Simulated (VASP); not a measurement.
Band structure of GdN (rock salt). All values below come from r2SCAN+rVV10, VASP's PBE PAW potentials (set 64) (plane waves; VASP 6.6.1).

The 4f electrons are frozen in the core of the lanthanide potential, so 4f levels, which can set the real gap, and their magnetism are missing.

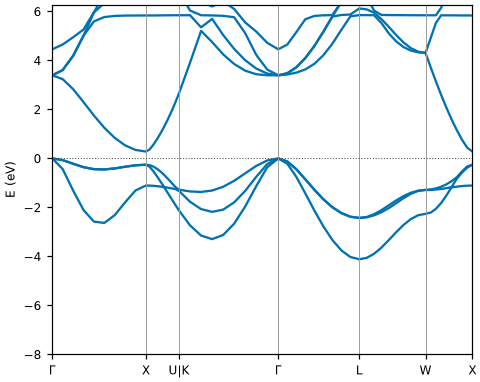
*Bands along high-symmetry lines, zero at the valence-band maximum or, without a gap, the Fermi level*

**Question.** Read the plot: is there a gap, and where are the band edges?

**Answer.** The gap is indirect, 0.28 eV, from the valence maximum at Γ to the conduction minimum at X.

The compound is GdN in the rock salt structure. It was relaxed first.
